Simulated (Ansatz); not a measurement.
```xyz
7

Si   -0.7054    0.5186   -0.1747
Si    0.7166   -0.9419    0.6113
S     1.7619   -0.6666    2.4351
H    -1.5689   -0.1110   -1.2126
H     2.9385   -1.1189    1.9701
H    -1.5292    1.1629    0.8846
H     1.5467   -1.7554   -0.3132
```

Geometry: PBE0-D4/def2-TZVP.

Theory: RKS PBE0-D4/def2-TZVPP (Ansatz).

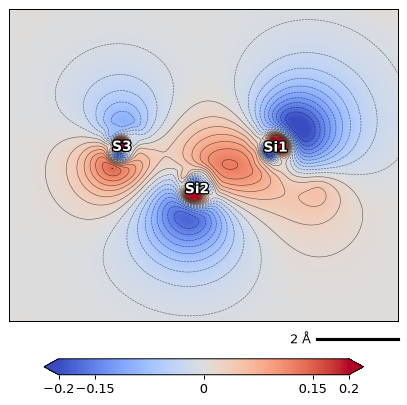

H4SSi2. The LUMO on the plane of atoms Si1, Si2 and S3 (values in Å⁻³ᐟ²; the overall sign is arbitrary).

Q: Describe this orbital and give its energy.

A: By Hirshfeld shares it lies mainly on Si2 (about 40 %), Si1 (about 40 %) and S3 (about 10 %). Its energy is −2.22 eV.
